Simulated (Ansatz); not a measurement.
# FCI/STO-3G run of SnH3F (SMILES [F][SnH3])

Aim: the energy change on altering one bond length of SnH3F at FCI/STO-3G, from 2 runs. 

Program for the calculation: Ansatz 0.2.0.

64 further runs of the same task are left out: 12 that didn't finish, 52 set aside as unsound or not needed.

## (1) The structure to begin with

SnH3F: 5 atoms, total charge 0, spin state singlet. As SMILES, `[F][SnH3]`. The shape is that of a PBE0-D4/def2-TZVP optimisation.

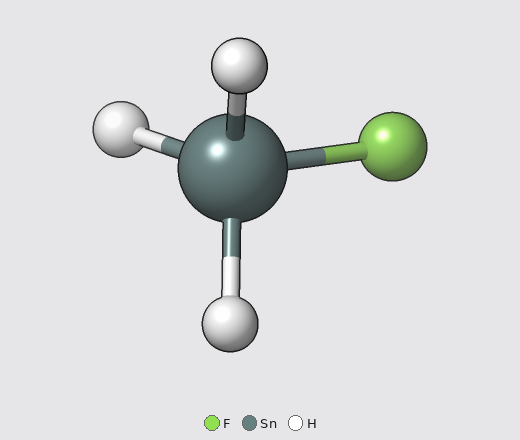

Viewed from a chosen angle; fluorine green, tin teal, hydrogen white.

## (2) A single-point energy at FCI/STO-3G

File run.yaml:

```yaml
crystal:
  periodic: [false, false, false]
  atoms:
    - {symbol: F, position_ang: [-1.285000, 0.718300, 1.005000]}
    - {symbol: Sn, position_ang: [0.100400, -0.065900, -0.079000]}
    - {symbol: H, position_ang: [-0.528400, -0.054800, -1.659100]}
    - {symbol: H, position_ang: [0.318900, -1.626500, 0.560600]}
    - {symbol: H, position_ang: [1.444100, 0.955200, 0.131000]}
basis:
  gaussian: {orbitals: STO-3G}
correlation: {method: fci, frozen_orbitals: {F: 1, H: 0, Sn: 18}}
accuracy: high
```

Command:

```bash
$ ansatz run run.yaml --threads 1 --pin off --max-ram 2610MiB --events-out events.jsonl --progress --plain --runs-dir runs
```

The log of the run:

```text
Warning: RAYON_NUM_THREADS=1 ignored (pool sized by the plan → 1); use --threads N
Functional definition: HF
  name "HF"
  exchange = exact_x
  correlation = 0
640 factors; integrals over basis functions are off by at most 4.9e-9 eV
mean field evaluation 1: about -164982.9604 eV, gradient 1.6e1 eV
mean field evaluation 2: about -164982.9702 eV, gradient 1.6e1 eV
mean field evaluation 4: about -164984.5890 eV, gradient 1.2e0 eV
mean field evaluation 8: about -164984.5958 eV, gradient 1.7e-5 eV
mean field -164984.59580617 eV, -6063.0720653010 hartree, gradient 2.8e-8 eV, S^2 0.000000; 0 other end points of the search recorded, 0 dependent functions left out
19 core orbitals not correlated: weight in the atoms' cores, before any rotation towards them, 1.000 or more for the frozen orbitals, at most 0.000 for the correlated occupied ones
reference -164984.59580617 eV, -6063.0720653010 hartree; 12, 12 occupied and 4, 4 virtual orbitals, 640 factors
state -164986.78378352 eV, -6063.1524719857 hartree
Total energy: -164986.78378352 eV, -6063.1524719857 hartree
```

It took 11 s on 1 thread of Arm Neoverse V2, shared host; peak memory 0.31 GiB.

## (3) The distorted shape, same level

File run.yaml:

```yaml
crystal:
  periodic: [false, false, false]
  atoms:
    - {symbol: F, position_ang: [-1.339619, 1.108407, 0.845117]}
    - {symbol: Sn, position_ang: [0.045781, 0.324207, -0.238883]}
    - {symbol: H, position_ang: [-0.583019, 0.335307, -1.818983]}
    - {symbol: H, position_ang: [0.318900, -1.626500, 0.560600]}
    - {symbol: H, position_ang: [1.389481, 1.345307, -0.028883]}
basis:
  gaussian:
    orbitals: STO-3G
accuracy: high
magnetization:
  spin_polarized: false
  initial_magnetization: 0
correlation:
  method: fci
  frozen_orbitals: {F: 1, H: 0, Sn: 18}
```

Command:

```bash
$ ansatz run run.yaml --threads 1 --pin off --max-ram 2610MiB --events-out events.jsonl --progress --plain --runs-dir runs
```

The log of the run:

```text
Warning: RAYON_NUM_THREADS=1 ignored (pool sized by the plan → 1); use --threads N
Functional definition: HF
  name "HF"
  exchange = exact_x
  correlation = 0
640 factors; integrals over basis functions are off by at most 4.8e-9 eV
mean field evaluation 1: about -164981.3232 eV, gradient 1.6e1 eV
mean field evaluation 2: about -164981.3255 eV, gradient 1.6e1 eV
mean field evaluation 4: about -164983.0386 eV, gradient 1.2e0 eV
mean field evaluation 8: about -164983.0480 eV, gradient 3.5e-4 eV
mean field -164983.04798101 eV, -6063.0151837758 hartree, gradient 1.6e-8 eV, S^2 0.000000; 0 other end points of the search recorded, 0 dependent functions left out
19 core orbitals not correlated: weight in the atoms' cores, before any rotation towards them, 1.000 or more for the frozen orbitals, at most 0.000 for the correlated occupied ones
reference -164983.04798101 eV, -6063.0151837758 hartree; 12, 12 occupied and 4, 4 virtual orbitals, 640 factors
state -164985.64311704 eV, -6063.1105532657 hartree
Total energy: -164985.64311704 eV, -6063.1105532657 hartree
```

Wall time 11 s (1 thread of Arm Neoverse V2, shared host); peak memory 0.31 GiB.

## (4) Outcome

Level: FCI/STO-3G, 19 core orbitals frozen.

| quantity | value |
| --- | --- |
| first shape: total energy | -6063.15247 Eh |
| first shape: correlation energy (19 core orbitals frozen) | -80.4 mEh |
| distorted shape: total energy | -6063.11055 Eh |
| distorted shape: correlation energy (19 core orbitals frozen) | -95.4 mEh |
| energy change with the Sn2–H4 bond stretched from 1.701 to 2.126 Å | 1.141 eV |

**Reading.** With the Sn2–H4 bond stretched from 1.701 to 2.126 Å the energy rises by 1.14 eV (26 kcal/mol). The first shape isn't relaxed at this level, so the change isn't measured from a minimum. The minimal basis adds a large error of its own. Relativity is left out (first shape) although the molecule holds a heavy atom. Relativity is left out (distorted shape) although the molecule holds a heavy atom.
